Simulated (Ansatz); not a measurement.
# Frozen-phonon scan for Cd (hcp, Mg type)

Relaxed Cd (hcp, Mg type):

```xyz
4
Lattice="5.9241 0.0000 0.0000 -1.4810 2.5652 0.0000 0.0000 0.0000 5.8011" Properties=species:S:1:pos:R:3 pbc="T T T"
Cd     0.0000     1.7101     4.3508
Cd     2.9621     1.7101     4.3508
Cd     1.4810     0.8551     1.4503
Cd     4.4431     0.8551     1.4503
```

A phonon eigenvector at M = (0.5, 0.0, 0.0) is frozen into this cell: atom i moves by Q times the vector below, so Q is the largest atomic displacement, in Å. The cell is held. (q is in reciprocal vectors of the primitive cell; the cell shown is doubled to hold the pattern.)

```
atom       x       y      z
----  ------  ------  -----
Cd1    0.866   0.500  0.000
Cd2   -0.866  -0.500  0.000
Cd3    0.866   0.500  0.000
Cd4   -0.866  -0.500  0.000
```

The numbers are results of r2SCAN (plane waves to 500 eV, PAW, scalar-relativistic; Ansatz, a quantum-chemistry and plane-wave program), not measurements. k mesh 9×18×8 (Γ-centred), Fermi-Dirac smearing 0.05 eV. E stands for the smeared free energy. With partly filled bands, energies and forces of such displacements shift with the k mesh and the smearing. Cd was relaxed with its symmetry unable to fall. The PAW data are Ansatz's earlier set. The zero of ΔE is the undisplaced structure.

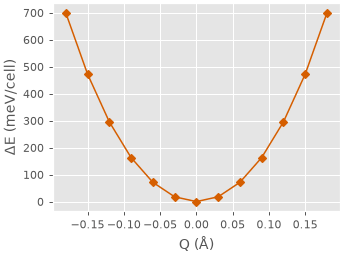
*ΔE (meV/cell) against Q (Å); computed points joined by lines.*

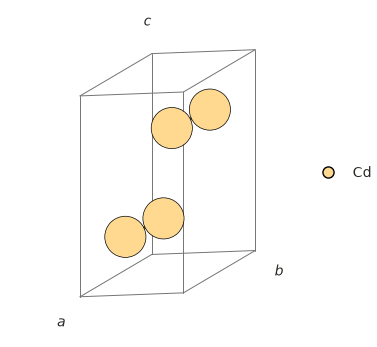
Figure. The cell of the calculation at Q = 0.180 Å.

The energy at Q = 0.180 Å comes out as 699 meV/cell. Symmetry of the curve: even: the same for both signs. Shape of the curve: a single well with its minimum at or next to zero displacement. Harmonic wavenumber from the curvature (finite differences): 154 cm⁻¹. Space group of the distorted cell: Pmma (No. 51), lowered from P6_3/mmc.

E″ = 39.10 eV/Å², M = Σ mᵢ|uᵢ|² = 449.7 u, ν̃ = 521.5·√(|E″|/M).

(For displaced atoms, the force is minus the slope of the energy, and its curvature is a force constant, which sets phonon frequencies.)
